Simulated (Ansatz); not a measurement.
# Tantalum, dhcp under r²SCAN: from relaxation to bulk modulus

What does r²SCAN give for tantalum in the dhcp structure? We relax it, solve it on a dense k-mesh, then scale the cell to 7 volumes from 88 to 112 % of the relaxed one and try a fit of the equation of state. Spin polarisation is left out. The k-meshes are 12×12×4 for the relaxation; 16×16×5 for the dense run; 14×14×4 for the volumes.

Program: Ansatz 0.2.0. Level of theory: DFT r2SCAN, plane waves (500 eV) with PAW, scalar-relativistic; PBE-made PAW files. These are calculated values, not measurements.

### 1 The structure to begin with

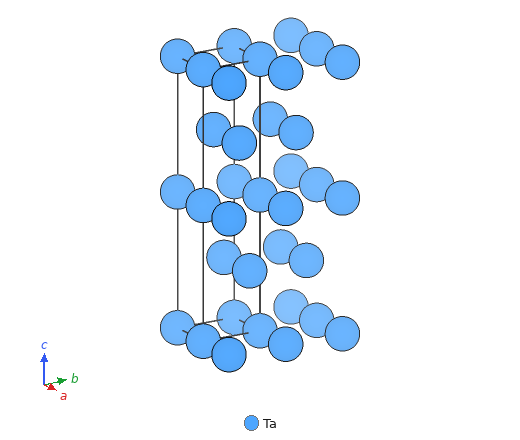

The structure, seen slightly off an axis (tantalum blue). 2×2×1 cells are drawn. Any atoms on the faces are drawn again on the opposite ones.

As a file:

```
CELL_PARAMETERS angstrom
2.94513 0.00000 0.00000
-1.47256 2.55056 0.00000
0.00000 0.00000 9.61879
ATOMIC_POSITIONS crystal
Ta 0.00000 0.00000 0.00000
Ta 0.00000 0.00000 0.50000
Ta 0.33333 0.66667 0.25000
Ta 0.66667 0.33333 0.75000
```

### 2 Geometry optimisation

Input file input.yaml:

```yaml
crystal:
  lattice:
    - [2.9451288715, 0.0, 0.0]
    - [-1.4725644358, 2.5505564202, 0.0]
    - [0.0, 0.0, 9.6187908944]
  atoms:
    - { symbol: Ta, position: [0.0, 0.0, 0.0] }
    - { symbol: Ta, position: [0.0, 0.0, 0.5] }
    - { symbol: Ta, position: [0.3333333333, 0.6666666667, 0.25] }
    - { symbol: Ta, position: [0.6666666667, 0.3333333333, 0.75] }
hamiltonian:
  xc: r2scan
  pseudopotentials:
    kind: paw
    azcp:
      Ta: "pseudopotentials/Ta.paw.azcp"
basis:
  ecutwfc: 500
  fft_grid_basis: typed
kpoints:
  mp_grid: { grid: [12, 12, 4], shift: [0, 0, 0] }
magnetization:
  spin_polarized: false
scf:
  occupations: { method: fermi_dirac, width: 0.1 }
relax:
  max_steps: 60
  f_tol: 0.01
  cell: {}
```

Launch:

```sh
$ ansatz run input.yaml --threads 1 --pin off --max-ram 3584MiB --backend cpu --events-out ev --progress --plain --runs-dir out
```

Standard output (excerpt; [...] marks lines left out):

```text
[...]
Pseudopotentials: kind: paw
Pseudopotential: Ta, paw, valence charge 13, recommended cutoff 500 eV (meta_gga), <dir>
Functional definition: r2SCAN
[...]
Crystal: 4 atoms, lattice volume = 72.254 Å³
Basis set: ecut = 500 eV, 1871 PW (Γ), exchange–correlation on 96×96×288 points (64 copies of the dense FFT grid, shifted against one another)
Bands: 32, of which v1, the nominal top of the filled ones, is band 26 counted from 1 (25 counted from 0)
Symmetry: 24 space group operations
Space group: P63/mmc (ITA 194), of the structure as read, at distance tolerance 4.2e-5 Å
k-points: 57 of 576
[...]
SCF iter   1: F=—  HF=-39776.143154 eV  |F-HF|=—  |Δ(HF+E_count)|=         —  Δρ=7.88e-3  dr2=3.87e-2  dr2_τ=6.97e-2  ethr=1.77e-3  ⟨swp⟩=5.4  Hψ=16226  notcnv=0  defer=55
[...]
relax step   1: F+E_penalty+E_count = -39776.22301048 eV  Δ(F+E_penalty+E_count) = +0.000e0 eV  max|allowed force component| = 7.401e-17 eV/Å  Δτ_max = 0.0000 Å  P = +5.932 GPa  Ω = 72.254 Å³  (6 SCF iters, dr2 threshold 1.00e-7 eV, accepted)
[...]
relax step   5: F+E_penalty+E_count = -39776.29140845 eV  Δ(F+E_penalty+E_count) = -9.269e-4 eV  max|allowed force component| = 3.469e-17 eV/Å  Δτ_max = 0.0000 Å  P = -0.019 GPa  Ω = 74.293 Å³  energy of the carried Pulay correction = -7.513e-4 eV  (5 SCF iters, dr2 threshold 4.00e-7 eV, accepted)
[...]
relax step   6: F+E_penalty+E_count = -39776.29224711 eV  Δ(F+E_penalty+E_count) = -8.387e-4 eV  max|allowed force component| = 4.163e-17 eV/Å  Δτ_max = 0.0000 Å  P = -0.013 GPa  Ω = 74.293 Å³  stress off target by 2.96e-2 GPa  SCF on the basis re-selected at this cell (its energy is not [...]
SCF converged after 6 iterations
Free energy (F): -39776.292247 eV
[...]
E sigma→0 (E₀):  -39776.224555 eV
Entropy (-TS):   -0.135383 eV (-33.846 meV/atom)
Fermi energy:    18.307087 eV
[...]
--- Forces (eV/Å), atoms counted from 1 ---
  atom   1  Ta     0.00000000    -0.00000000     0.00000000
  atom   2  Ta     0.00000000     0.00000000     0.00000000
  atom   3  Ta    -0.00000000     0.00000000     0.00000000
  atom   4  Ta     0.00000000    -0.00000000     0.00000000
[...]
--- Stress (GPa, compression-positive) ---
       -0.029600       0.000000       0.000000
       -0.000000      -0.029600       0.000000
        0.000000       0.000000       0.021394
  P = ⅓ Tr σ = -0.0126 GPa (-0.126 kbar)
--- Relaxed structure (5 steps of the walk, 4 accepted, 1 SCFs on fresh bases) ---
  F+E_penalty+E_count = -39776.29224711 eV   max|allowed force component| = 4.163e-17 eV/Å   (the final SCF, on the basis selected at the relaxed cell)
  cell:  # Å, volume = 74.2930 Å³
    - [2.9330741685475012, 2.8749526693411515e-11, 0.0]
    - [-1.466537084298648, 2.540116741131681, 0.0]
    - [0.0, 0.0, 9.971745733152892]
  atoms:
    - { symbol: Ta, position: [1.1405184625131833e-35, 2.2810369249876417e-35, 3.337096393803681e-36] }
    - { symbol: Ta, position: [1.6124571366565695e-35, 3.2249142732583895e-35, 0.49999999999999994] }
    - { symbol: Ta, position: [0.3333333333333333, 0.6666666666666669, 0.24999999999999997] }
    - { symbol: Ta, position: [0.6666666666666667, 0.33333333333333337, 0.7499999999999999] }
```

Run time: 2.1 min. Hardware: 1 thread of Intel Xeon Platinum 8259CL at 2.50GHz (Skylake/Cascade Lake), shared host; peak memory 0.79 GiB.

The steps of the relaxation:

```
step  energy change (meV/atom)  largest force (eV/Å)  pressure (GPa)  volume (Å³/atom)  accepted
   1                      0.00                0.0000            5.93            18.063       yes
   2                     16.47                0.0000           -9.78            19.603        no
   3                    -15.29                0.0000           -0.18            18.593       yes
   4                    -16.87                0.0000           -0.04            18.577       yes
   5                    -17.10                0.0000           -0.02            18.573       yes
   6                    -17.31                0.0000           -0.01            18.573       yes
```

Steps that repeat a cell are solved on a basis chosen anew, so their changes of energy are no gain of the relaxation.

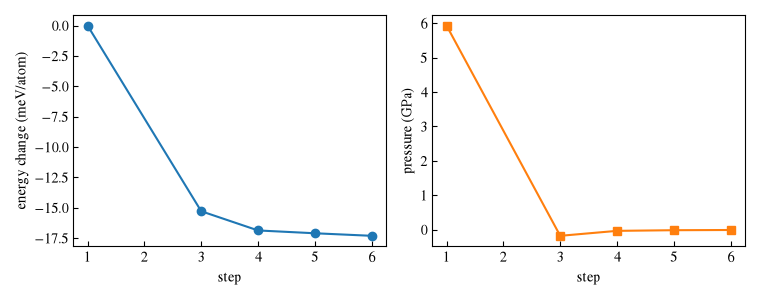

Energy and pressure over the accepted steps.

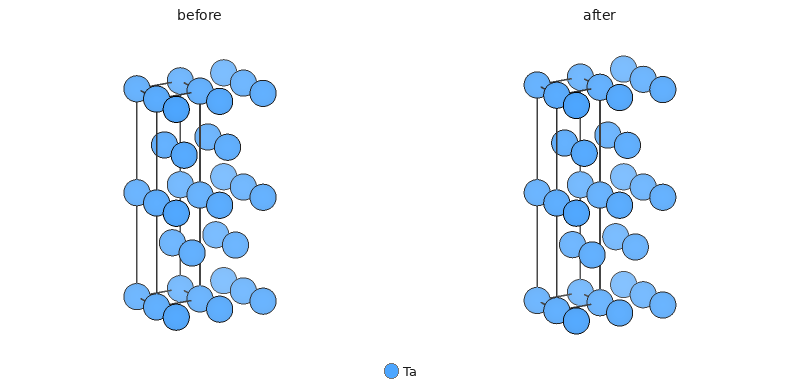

Before and after, at one scale. The cells drawn are those of the first picture.

The cell of the run, before and after:

|  | before | after | change |
| --- | --- | --- | --- |
| a (Å) | 2.945 | 2.933 | -0.4 % |
| b (Å) | 2.945 | 2.933 | -0.4 % |
| c (Å) | 9.619 | 9.972 | +3.7 % |
| volume (Å³/atom) | 18.063 | 18.573 | +2.8 % |
| shortest distance (Å) | 2.945 | 2.933 | -0.4 % |
| space group (spins left aside) | P6_3/mmc | P6_3/mmc | same |

### 3 Single point on a dense mesh

Edit input.yaml of step 2 so:

```diff
@@ -2,5 +2,5 @@
   lattice:
-    - [2.9451288715, 0.0, 0.0]
-    - [-1.4725644358, 2.5505564202, 0.0]
-    - [0.0, 0.0, 9.6187908944]
+    - [2.9330741685, 0.0, 0.0]
+    - [-1.4665370843, 2.5401167411, 0.0]
+    - [0.0, 0.0, 9.9717457332]
   atoms:
@@ -20,3 +20,3 @@
 kpoints:
-  mp_grid: { grid: [12, 12, 4], shift: [0, 0, 0] }
+  mp_grid: { grid: [16, 16, 5], shift: [0, 0, 0] }
 magnetization:
@@ -25,5 +25 @@
   occupations: { method: fermi_dirac, width: 0.1 }
-relax:
-  max_steps: 60
-  f_tol: 0.01
-  cell: {}
```

Launch:

```sh
$ ansatz run input.yaml --threads 1 --pin off --max-ram 3584MiB --backend cpu --events-out ev --progress --plain --runs-dir out
```

Standard output (excerpt; [...] marks lines left out):

```text
[...]
Pseudopotentials: kind: paw
Pseudopotential: Ta, paw, valence charge 13, recommended cutoff 500 eV (meta_gga), <dir>
Functional definition: r2SCAN
[...]
Crystal: 4 atoms, lattice volume = 74.293 Å³
Basis set: ecut = 500 eV, 1909 PW (Γ), exchange–correlation on 96×96×300 points (64 copies of the dense FFT grid, shifted against one another)
Bands: 32, of which v1, the nominal top of the filled ones, is band 26 counted from 1 (25 counted from 0)
Symmetry: 24 space group operations
Space group: P63/mmc (ITA 194), of the structure as read, at distance tolerance 4.2e-5 Å
k-points: 90 of 1280
[...]
SCF iter   1: F=—  HF=-39776.221046 eV  |F-HF|=—  |Δ(HF+E_count)|=         —  Δρ=7.98e-3  dr2=5.22e-2  dr2_τ=6.48e-2  ethr=1.77e-3  ⟨swp⟩=4.5  Hψ=11596  notcnv=0
[...]
SCF iter   6: F=-39776.291279 eV  HF=-39776.291279 eV  |F-HF|=2.94e-8  |Δ(HF+E_count)|=   4.98e-7  Δρ=6.66e-6  dr2=5.67e-8  dr2_τ=8.82e-9  ethr=1.92e-10  ⟨swp⟩=1.9  Hψ=9724  notcnv=0
[...]
SCF converged after 6 iterations
Free energy (F): -39776.291279 eV
[...]
E sigma→0 (E₀):  -39776.224914 eV
Entropy (-TS):   -0.132731 eV (-33.183 meV/atom)
Fermi energy:    18.307105 eV
[...]
```

Run time: 25 s. Hardware: 1 thread of Intel Xeon Platinum 8259CL at 2.50GHz (Skylake/Cascade Lake), shared host; peak memory 0.75 GiB.

### 4 Volume × 0.88

Edit input.yaml of step 3 so:

```diff
@@ -2,5 +2,5 @@
   lattice:
-    - [2.9330741685, 0.0, 0.0]
-    - [-1.4665370843, 2.5401167411, 0.0]
-    - [0.0, 0.0, 9.9717457332]
+    - [2.8107179627, 0.0, 0.0]
+    - [-1.4053589814, 2.4341531585, 0.0]
+    - [0.0, 0.0, 9.5557641031]
   atoms:
@@ -20,3 +20,3 @@
 kpoints:
-  mp_grid: { grid: [16, 16, 5], shift: [0, 0, 0] }
+  mp_grid: { grid: [14, 14, 4], shift: [0, 0, 0] }
 magnetization:
@@ -25 +25,4 @@
   occupations: { method: fermi_dirac, width: 0.1 }
+  lower_state_search: "off"
+output:
+  stress: true
```

Launch:

```sh
$ ansatz run input.yaml --threads 1 --pin off --max-ram 3584MiB --backend cpu --events-out ev --progress --plain --runs-dir out
```

Standard output (excerpt; [...] marks lines left out):

```text
[...]
Pseudopotentials: kind: paw
Pseudopotential: Ta, paw, valence charge 13, recommended cutoff 500 eV (meta_gga), <dir>
Functional definition: r2SCAN
[...]
Crystal: 4 atoms, lattice volume = 65.378 Å³
Basis set: ecut = 500 eV, 1643 PW (Γ), exchange–correlation on 96×96×288 points (64 copies of the dense FFT grid, shifted against one another)
Bands: 32, of which v1, the nominal top of the filled ones, is band 26 counted from 1 (25 counted from 0)
Symmetry: 24 space group operations
Space group: P63/mmc (ITA 194), of the structure as read, at distance tolerance 4.0e-5 Å
k-points: 72 of 784
[...]
SCF iter   1: F=-39775.451373 eV  HF=-39775.368849 eV  |F-HF|=8.25e-2  |Δ(HF+E_count)|=         —  Δρ=8.67e-3  dr2=4.42e-2  dr2_τ=9.72e-2  ethr=1.77e-3  ⟨swp⟩=4.7  Hψ=9580  notcnv=0
[...]
SCF iter   6: F=-39775.484218 eV  HF=-39775.484218 eV  |F-HF|=2.18e-11  |Δ(HF+E_count)|=   3.52e-7  Δρ=6.30e-6  dr2=1.96e-8  dr2_τ=6.15e-9  ethr=1.92e-10  ⟨swp⟩=3.3  Hψ=9752  notcnv=0
[...]
SCF converged after 6 iterations
Free energy (F): -39775.484218 eV
[...]
E sigma→0 (E₀):  -39775.423762 eV
Entropy (-TS):   -0.120911 eV (-30.228 meV/atom)
Fermi energy:    21.140676 eV
[...]
--- Stress (GPa, compression-positive) ---
       31.470343      -0.000000       0.000000
        0.000000      31.470343       0.000000
        0.000000       0.000000      32.854462
  P = ⅓ Tr σ = 31.9317 GPa (319.317 kbar)
```

Wall time 22 s (1 thread of Intel Xeon Platinum 8259CL at 2.50GHz (Skylake/Cascade Lake), shared host); peak memory 0.77 GiB.

### 5 Volume × 0.92

Edit input.yaml of step 4 so:

```diff
@@ -2,5 +2,5 @@
   lattice:
-    - [2.8107179627, 0.0, 0.0]
-    - [-1.4053589814, 2.4341531585, 0.0]
-    - [0.0, 0.0, 9.5557641031]
+    - [2.8526751628, 0.0, 0.0]
+    - [-1.4263375814, 2.4704891597, 0.0]
+    - [0.0, 0.0, 9.698408478]
   atoms:
```

Launch:

```sh
$ ansatz run input.yaml --threads 1 --pin off --max-ram 3584MiB --backend cpu --events-out ev --progress --plain --runs-dir out
```

Standard output (excerpt; [...] marks lines left out):

```text
[...]
Pseudopotentials: kind: paw
Pseudopotential: Ta, paw, valence charge 13, recommended cutoff 500 eV (meta_gga), <dir>
Functional definition: r2SCAN
[...]
Crystal: 4 atoms, lattice volume = 68.350 Å³
Basis set: ecut = 500 eV, 1739 PW (Γ), exchange–correlation on 96×96×288 points (64 copies of the dense FFT grid, shifted against one another)
Bands: 32, of which v1, the nominal top of the filled ones, is band 26 counted from 1 (25 counted from 0)
Symmetry: 24 space group operations
Space group: P63/mmc (ITA 194), of the structure as read, at distance tolerance 4.1e-5 Å
k-points: 72 of 784
[...]
SCF iter   1: F=-39775.922936 eV  HF=-39775.857107 eV  |F-HF|=6.58e-2  |Δ(HF+E_count)|=         —  Δρ=8.31e-3  dr2=4.35e-2  dr2_τ=8.35e-2  ethr=1.77e-3  ⟨swp⟩=4.6  Hψ=9568  notcnv=0
[...]
SCF iter   6: F=-39775.955616 eV  HF=-39775.955616 eV  |F-HF|=7.55e-9  |Δ(HF+E_count)|=   3.09e-7  Δρ=5.99e-6  dr2=2.50e-8  dr2_τ=8.65e-9  ethr=1.92e-10  ⟨swp⟩=3.4  Hψ=10164  notcnv=0
[...]
SCF converged after 6 iterations
Free energy (F): -39775.955616 eV
[...]
E sigma→0 (E₀):  -39775.894250 eV
Entropy (-TS):   -0.122732 eV (-30.683 meV/atom)
Fermi energy:    20.114426 eV
[...]
--- Stress (GPa, compression-positive) ---
       19.084674       0.000000       0.000000
       -0.000000      19.084674       0.000000
        0.000000       0.000000      19.683670
  P = ⅓ Tr σ = 19.2843 GPa (192.843 kbar)
```

Run time: 23 s. Hardware: 1 thread of Intel Xeon Platinum 8259CL at 2.50GHz (Skylake/Cascade Lake), shared host; peak memory 0.78 GiB.

### 6 Volume × 0.96

Edit input.yaml of step 5 so:

```diff
@@ -2,5 +2,5 @@
   lattice:
-    - [2.8526751628, 0.0, 0.0]
-    - [-1.4263375814, 2.4704891597, 0.0]
-    - [0.0, 0.0, 9.698408478]
+    - [2.8934331718, 0.0, 0.0]
+    - [-1.4467165859, 2.5057866309, 0.0]
+    - [0.0, 0.0, 9.8369758917]
   atoms:
```

Launch:

```sh
$ ansatz run input.yaml --threads 1 --pin off --max-ram 3584MiB --backend cpu --events-out ev --progress --plain --runs-dir out
```

Standard output (excerpt; [...] marks lines left out):

```text
[...]
Pseudopotentials: kind: paw
Pseudopotential: Ta, paw, valence charge 13, recommended cutoff 500 eV (meta_gga), <dir>
Functional definition: r2SCAN
[...]
Crystal: 4 atoms, lattice volume = 71.321 Å³
Basis set: ecut = 500 eV, 1799 PW (Γ), exchange–correlation on 96×96×288 points (64 copies of the dense FFT grid, shifted against one another)
Bands: 32, of which v1, the nominal top of the filled ones, is band 26 counted from 1 (25 counted from 0)
Symmetry: 24 space group operations
Space group: P63/mmc (ITA 194), of the structure as read, at distance tolerance 4.1e-5 Å
k-points: 72 of 784
[...]
SCF iter   1: F=-39776.177900 eV  HF=-39776.129044 eV  |F-HF|=4.89e-2  |Δ(HF+E_count)|=         —  Δρ=8.11e-3  dr2=4.61e-2  dr2_τ=7.30e-2  ethr=1.77e-3  ⟨swp⟩=4.6  Hψ=9582  notcnv=0
[...]
SCF iter   6: F=-39776.212700 eV  HF=-39776.212700 eV  |F-HF|=1.90e-8  |Δ(HF+E_count)|=   3.08e-7  Δρ=6.48e-6  dr2=3.96e-8  dr2_τ=1.26e-8  ethr=1.92e-10  ⟨swp⟩=3.4  Hψ=10341  notcnv=0
[...]
SCF converged after 6 iterations
Free energy (F): -39776.212700 eV
[...]
E sigma→0 (E₀):  -39776.149451 eV
Entropy (-TS):   -0.126497 eV (-31.624 meV/atom)
Fermi energy:    19.172836 eV
[...]
--- Stress (GPa, compression-positive) ---
        8.710949      -0.000000       0.000000
        0.000000       8.710949       0.000000
        0.000000       0.000000       8.850914
  P = ⅓ Tr σ = 8.7576 GPa (87.576 kbar)
```

Run time: 23 s. Hardware: 1 thread of Intel Xeon Platinum 8259CL at 2.50GHz (Skylake/Cascade Lake), shared host; peak memory 0.79 GiB.

### 7 Volume × 1.0

Edit input.yaml of step 6 so:

```diff
@@ -2,5 +2,5 @@
   lattice:
-    - [2.8934331718, 0.0, 0.0]
-    - [-1.4467165859, 2.5057866309, 0.0]
-    - [0.0, 0.0, 9.8369758917]
+    - [2.9330741685, 0.0, 0.0]
+    - [-1.4665370843, 2.5401167411, 0.0]
+    - [0.0, 0.0, 9.9717457332]
   atoms:
```

Launch:

```sh
$ ansatz run input.yaml --threads 1 --pin off --max-ram 3584MiB --backend cpu --events-out ev --progress --plain --runs-dir out
```

Standard output (excerpt; [...] marks lines left out):

```text
[...]
Pseudopotentials: kind: paw
Pseudopotential: Ta, paw, valence charge 13, recommended cutoff 500 eV (meta_gga), <dir>
Functional definition: r2SCAN
[...]
Crystal: 4 atoms, lattice volume = 74.293 Å³
Basis set: ecut = 500 eV, 1909 PW (Γ), exchange–correlation on 96×96×300 points (64 copies of the dense FFT grid, shifted against one another)
Bands: 32, of which v1, the nominal top of the filled ones, is band 26 counted from 1 (25 counted from 0)
Symmetry: 24 space group operations
Space group: P63/mmc (ITA 194), of the structure as read, at distance tolerance 4.2e-5 Å
k-points: 72 of 784
[...]
SCF iter   1: F=-39776.251250 eV  HF=-39776.221140 eV  |F-HF|=3.01e-2  |Δ(HF+E_count)|=         —  Δρ=8.01e-3  dr2=5.31e-2  dr2_τ=6.49e-2  ethr=1.77e-3  ⟨swp⟩=4.4  Hψ=9568  notcnv=0
[...]
SCF iter   6: F=-39776.291391 eV  HF=-39776.291391 eV  |F-HF|=3.11e-8  |Δ(HF+E_count)|=   4.81e-7  Δρ=6.88e-6  dr2=6.02e-8  dr2_τ=9.83e-9  ethr=1.92e-10  ⟨swp⟩=3.1  Hψ=10193  notcnv=0
[...]
SCF converged after 6 iterations
Free energy (F): -39776.291391 eV
[...]
E sigma→0 (E₀):  -39776.225517 eV
Entropy (-TS):   -0.131748 eV (-32.937 meV/atom)
Fermi energy:    18.305786 eV
[...]
--- Stress (GPa, compression-positive) ---
        0.029319       0.000000       0.000000
        0.000000       0.029319       0.000000
        0.000000       0.000000      -0.074670
  P = ⅓ Tr σ = -0.0053 GPa (-0.053 kbar)
```

It took 24 s on 1 thread of Intel Xeon Platinum 8259CL at 2.50GHz (Skylake/Cascade Lake), shared host; peak memory 0.78 GiB.

### 8 Volume × 1.04

Edit input.yaml of step 7 so:

```diff
@@ -2,5 +2,5 @@
   lattice:
-    - [2.9330741685, 0.0, 0.0]
-    - [-1.4665370843, 2.5401167411, 0.0]
-    - [0.0, 0.0, 9.9717457332]
+    - [2.971671676, 0.0, 0.0]
+    - [-1.485835838, 2.5735431631, 0.0]
+    - [0.0, 0.0, 10.102967962]
   atoms:
```

Launch:

```sh
$ ansatz run input.yaml --threads 1 --pin off --max-ram 3584MiB --backend cpu --events-out ev --progress --plain --runs-dir out
```

Standard output (excerpt; [...] marks lines left out):

```text
[...]
Pseudopotentials: kind: paw
Pseudopotential: Ta, paw, valence charge 13, recommended cutoff 500 eV (meta_gga), <dir>
Functional definition: r2SCAN
[...]
Crystal: 4 atoms, lattice volume = 77.265 Å³
Basis set: ecut = 500 eV, 1981 PW (Γ), exchange–correlation on 96×96×300 points (64 copies of the dense FFT grid, shifted against one another)
Bands: 32, of which v1, the nominal top of the filled ones, is band 26 counted from 1 (25 counted from 0)
Symmetry: 24 space group operations
Space group: P63/mmc (ITA 194), of the structure as read, at distance tolerance 4.3e-5 Å
k-points: 72 of 784
[...]
SCF iter   1: F=-39776.174133 eV  HF=-39776.163190 eV  |F-HF|=1.09e-2  |Δ(HF+E_count)|=         —  Δρ=7.98e-3  dr2=6.28e-2  dr2_τ=5.87e-2  ethr=1.77e-3  ⟨swp⟩=4.3  Hψ=9581  notcnv=0
[...]
SCF iter   6: F=-39776.221641 eV  HF=-39776.221641 eV  |F-HF|=3.77e-8  |Δ(HF+E_count)|=   6.41e-7  Δρ=7.19e-6  dr2=7.33e-8  dr2_τ=4.60e-9  ethr=1.92e-10  ⟨swp⟩=3.1  Hψ=10005  notcnv=0
[...]
SCF converged after 6 iterations
Free energy (F): -39776.221641 eV
[...]
E sigma→0 (E₀):  -39776.152695 eV
Entropy (-TS):   -0.137892 eV (-34.473 meV/atom)
Fermi energy:    17.503959 eV
[...]
--- Stress (GPa, compression-positive) ---
       -7.227227       0.000000       0.000000
        0.000000      -7.227227       0.000000
        0.000000       0.000000      -7.418999
  P = ⅓ Tr σ = -7.2912 GPa (-72.912 kbar)
```

It took 24 s on 1 thread of Intel Xeon Platinum 8259CL at 2.50GHz (Skylake/Cascade Lake), shared host; peak memory 0.79 GiB.

### 9 Volume × 1.08

Edit input.yaml of step 8 so:

```diff
@@ -2,5 +2,5 @@
   lattice:
-    - [2.971671676, 0.0, 0.0]
-    - [-1.485835838, 2.5735431631, 0.0]
-    - [0.0, 0.0, 10.102967962]
+    - [3.0092917668, 0.0, 0.0]
+    - [-1.5046458834, 2.6061231175, 0.0]
+    - [0.0, 0.0, 10.23086721]
   atoms:
```

Launch:

```sh
$ ansatz run input.yaml --threads 1 --pin off --max-ram 3584MiB --backend cpu --events-out ev --progress --plain --runs-dir out
```

Standard output (excerpt; [...] marks lines left out):

```text
[...]
Pseudopotentials: kind: paw
Pseudopotential: Ta, paw, valence charge 13, recommended cutoff 500 eV (meta_gga), <dir>
Functional definition: r2SCAN
[...]
Crystal: 4 atoms, lattice volume = 80.236 Å³
Basis set: ecut = 500 eV, 2077 PW (Γ), exchange–correlation on 96×96×300 points (64 copies of the dense FFT grid, shifted against one another)
Bands: 32, of which v1, the nominal top of the filled ones, is band 26 counted from 1 (25 counted from 0)
Symmetry: 24 space group operations
Space group: P63/mmc (ITA 194), of the structure as read, at distance tolerance 4.3e-5 Å
k-points: 72 of 784
[...]
SCF iter   1: F=-39775.975494 eV  HF=-39775.980010 eV  |F-HF|=4.52e-3  |Δ(HF+E_count)|=         —  Δρ=7.92e-3  dr2=7.04e-2  dr2_τ=5.39e-2  ethr=1.77e-3  ⟨swp⟩=4.2  Hψ=9561  notcnv=0
[...]
SCF iter   7: F=-39776.028579 eV  HF=-39776.028579 eV  |F-HF|=8.00e-10  |Δ(HF+E_count)|=   4.10e-9  Δρ=2.29e-6  dr2=2.82e-9  dr2_τ=3.21e-10  ethr=1.92e-10  ⟨swp⟩=4.0  Hψ=7166  notcnv=0
[...]
SCF converged after 7 iterations
Free energy (F): -39776.028579 eV
[...]
E sigma→0 (E₀):  -39775.956367 eV
Entropy (-TS):   -0.144425 eV (-36.106 meV/atom)
Fermi energy:    16.759533 eV
[...]
--- Stress (GPa, compression-positive) ---
      -13.282730       0.000000       0.000000
        0.000000     -13.282730       0.000000
        0.000000       0.000000     -13.446927
  P = ⅓ Tr σ = -13.3375 GPa (-133.375 kbar)
```

Wall time 27 s (1 thread of Intel Xeon Platinum 8259CL at 2.50GHz (Skylake/Cascade Lake), shared host); peak memory 0.8 GiB.

(Part 1 of 2 ends here.)
